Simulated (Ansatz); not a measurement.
**r2SCAN0/6-31G run of H3O+ (SMILES [OH3+])**

What is the energy change on altering one bond length of H3O+ at r2SCAN0/6-31G? 

The results are computed with Ansatz 0.2.0.

### 1 The molecule

The species is H3O+ (4 atoms), meant as a singlet with charge +1. As SMILES, `[OH3+]`. Geometry: relaxed at PBE0-D4/def2-TZVP.

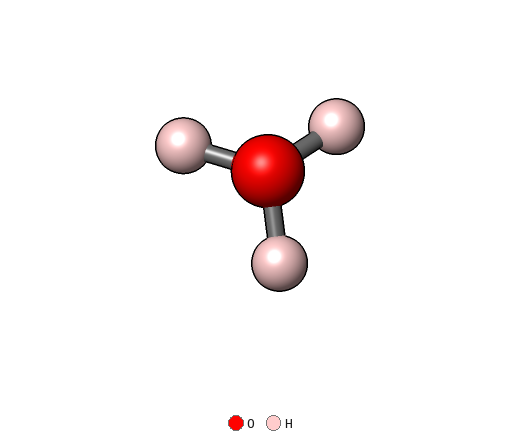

Viewed from a chosen angle; oxygen red, hydrogen pink.

### 2 A single-point energy at r2SCAN0/6-31G

job.yaml

```yaml
crystal:
  periodic: [false, false, false]
  atoms:
    - symbol: O
      position_ang: [0.181970, -0.056700, -0.052760]
    - symbol: H
      position_ang: [0.219060, 0.918440, 0.015140]
    - symbol: H
      position_ang: [-0.408890, -0.368290, -0.767380]
    - symbol: H
      position_ang: [0.007860, -0.493450, 0.805020]
basis:
  gaussian:
    orbitals: 6-31G
total_charge: 1
hamiltonian:
  xc: {name: r2SCAN0}
accuracy: high
```

Launch:

```
$ ansatz run job.yaml --threads 1 --pin off --max-ram 3480MiB --events-out events.jsonl --progress --plain --runs-dir runs
```

Standard output:

```text
Warning: RAYON_NUM_THREADS=1 ignored (pool sized by the plan → 1); use --threads N
Functional definition: r2SCAN0
  name "r2SCAN0"
  parameter a = 0.25
  parameter k0 = 0.174
  parameter k1 = 0.065
  parameter a1 = 4.9479
  exchange = (1 - a)*r2scan_x(k0 = k0, k1 = k1, a1 = a1) + a*exact_x
  correlation = r2scan_c
282 factors; integrals over basis functions are off by at most 3.3e-9 eV
mean field evaluation 1: about -2074.1729 eV, gradient 8.0e1 eV
mean field evaluation 2: about -2071.1157 eV, gradient 9.0e1 eV
mean field evaluation 4: about -2084.9232 eV, gradient 8.7e-2 eV
mean field evaluation 8: about -2084.9110 eV, gradient 1.2e-3 eV
mean field evaluation 16: about -2084.9110 eV, gradient 1.4e-8 eV
mean field -2084.91095745 eV, -76.6190644830 hartree, gradient 1.4e-8 eV, S^2 0.000000; 0 other end points of the search recorded, 0 dependent functions left out
reference -2084.91095767 eV, -76.6190644910 hartree; 5, 5 occupied and 10, 10 virtual orbitals, 282 factors
Total energy: -2084.91095767 eV, -76.6190644910 hartree
```

Run time: 0.99 s. Hardware: 1 thread of Arm Neoverse V2, shared host; peak memory 0.095 GiB.

### 3 The distorted shape

molecule.yaml

```yaml
crystal:
  periodic: [false, false, false]
  atoms:
    - {symbol: O, position_ang: [0.225491, 0.052472, -0.267175]}
    - {symbol: H, position_ang: [0.262581, 1.027612, -0.199275]}
    - {symbol: H, position_ang: [-0.365369, -0.259118, -0.981795]}
    - {symbol: H, position_ang: [0.007860, -0.493450, 0.805020]}
basis:
  gaussian:
    orbitals: 6-31G
total_charge: 1
hamiltonian:
  xc: {name: r2SCAN0}
accuracy: high
```

Launch:

```
$ ansatz run molecule.yaml --threads 1 --pin off --max-ram 3480MiB --events-out events.jsonl --progress --plain --runs-dir runs
```

Standard output, shortened:

```text
Warning: RAYON_NUM_THREADS=1 ignored (pool sized by the plan → 1); use --threads N
[... 8 set-up lines as earlier in the session ...]
283 factors; integrals over basis functions are off by at most 3.6e-9 eV
mean field evaluation 1: about -2072.0357 eV, gradient 8.3e1 eV
mean field evaluation 2: about -2064.5418 eV, gradient 1.0e2 eV
mean field evaluation 4: about -2084.1043 eV, gradient 3.2e-1 eV
mean field evaluation 8: about -2084.0940 eV, gradient 2.6e-3 eV
mean field evaluation 16: about -2084.0940 eV, gradient 2.1e-8 eV
mean field -2084.09397224 eV, -76.5890408301 hartree, gradient 2.0e-8 eV, S^2 0.000000; 0 other end points of the search recorded, 0 dependent functions left out
reference -2084.09397247 eV, -76.5890408388 hartree; 5, 5 occupied and 10, 10 virtual orbitals, 283 factors
Total energy: -2084.09397247 eV, -76.5890408388 hartree
```

It took 0.98 s on 1 thread of Arm Neoverse V2, shared host; peak memory 0.096 GiB.

### 4 Outcome

At r2SCAN0/6-31G:

```
                                                         quantity         value
                                        first shape: total energy  -76.61906 Eh
                                    distorted shape: total energy  -76.58904 Eh
energy change with the O1–H4 bond stretched from 0.978 to 1.223 Å      0.817 eV
```

**Reading.** With the O1–H4 bond stretched from 0.978 to 1.223 Å the energy rises by 0.82 eV (18.8 kcal/mol). The first shape isn't relaxed at this level, so the change isn't measured from a minimum.
